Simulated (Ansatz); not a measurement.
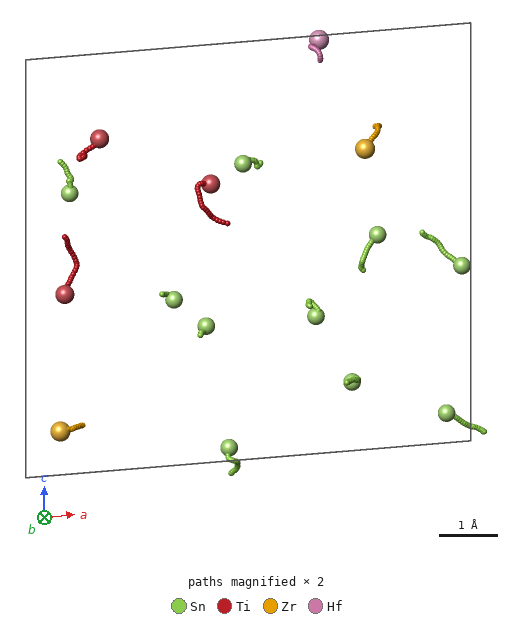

First-principles dynamics of an amorphous cell of composition HfZr₂Ti₃Sn₁₀ (16 atoms in the cell), 72 fs long. Dots mark each atom's position at evenly spaced times, in the colour of its element; spheres stand at the starting positions. The excursions are magnified 2 times. Seen along the b axis in the simulation cell.

Computed with Ansatz, DFT PBE, scalar-relativistic, plane waves, PAW. Run with plane-wave cutoff 320 eV; k-point mesh 1 × 1 × 1; Fermi-Dirac smearing 0.138 eV; set temperature 1600 K; time step 3 fs.

Input
```yaml
crystal:
  lattice:
    - [7.760325, -0.194242, 0.304374]
    - [-0.194242, 7.286982, 0.168583]
    - [0.304374, 0.168583, 7.263136]
  atoms:
    - { symbol: Sn, position: [0.4881445579, 0.3068823812, 0.7083146797] }
    - { symbol: Sn, position: [0.3330555627, 0.5221349951, 0.3966228283] }
    - { symbol: Sn, position: [0.6521416839, 0.7601452098, 0.3289122501] }
    - { symbol: Sn, position: [0.4570385898, 0.6062119444, 0.0316684061] }
    - { symbol: Sn, position: [0.7906934412, 0.0745313989, 0.511761441] }
    - { symbol: Sn, position: [0.7333770901, 0.422282187, 0.1645120667] }
    - { symbol: Sn, position: [0.405530916, 0.1353643538, 0.3271782714] }
    - { symbol: Sn, position: [0.9457433423, 0.7470526796, 0.0711569006] }
    - { symbol: Sn, position: [0.0983931775, 0.1485185684, 0.6719993411] }
    - { symbol: Sn, position: [0.9803325982, 0.4284061556, 0.4209926645] }
    - { symbol: Ti, position: [0.0875677977, 0.8272460726, 0.4310142457] }
    - { symbol: Ti, position: [0.1658200486, 0.5288373652, 0.7965147646] }
    - { symbol: Ti, position: [0.4155450496, 0.8825408144, 0.6662519768] }
    - { symbol: Zr, position: [0.077546402, 0.1643576876, 0.1039826437] }
    - { symbol: Zr, position: [0.7624505197, 0.6367294161, 0.7197404846] }
    - { symbol: Hf, position: [0.659060722, 0.0433094324, 0.989644048] }
  symmetry: { detect: false }
basis:
  ecutwfc: 320
  xc_grid: 1
kpoints:
  mp_grid: { grid: [1, 1, 1], shift: [0.25, 0.25, 0.25] }
hamiltonian:
  xc: pbe
scf:
  occupations: { method: fermi_dirac, width: 0.1379 }
  lower_state_search: "off"
  convergence: { dr2_threshold: 1.0e-05 }
output:
  forces: true
  stress: true
md:
  timestep: 3.0
  n_steps: 24
  ensemble: nvt_langevin
  friction: 0.03
  temperature: 1600.0
  initial_velocities: maxwell_boltzmann
  seed: 28875
```

Launched with:
```bash
ansatz run input.yaml --threads 2 --pin off --max-ram 5120MiB --backend cpu --events-out ev --progress --plain --runs-dir out
```

How do the atoms move?

Answer. Root-mean-square distances from the starting positions over the second half, with the common drift of all atoms taken out: Ti 0.32 Å, Zr 0.26 Å, Sn 0.23 Å, Hf 0.22 Å. The run lasts only 72 fs, too short to tell vibration from diffusion. The mean temperature in the second half is 1368 K (standard deviation 128 K). The potential energy is still drifting at the end, so the run hasn't reached equilibrium. The potential energy in the second half lies on average 67.8 meV per atom below the first frame. The mean pressure there is 0.1 GPa.

Limits of the set-up: the cutoff lies below the recommended one; the periodic images lie only 7.3 Å apart, so the values are limited by the cell's size.
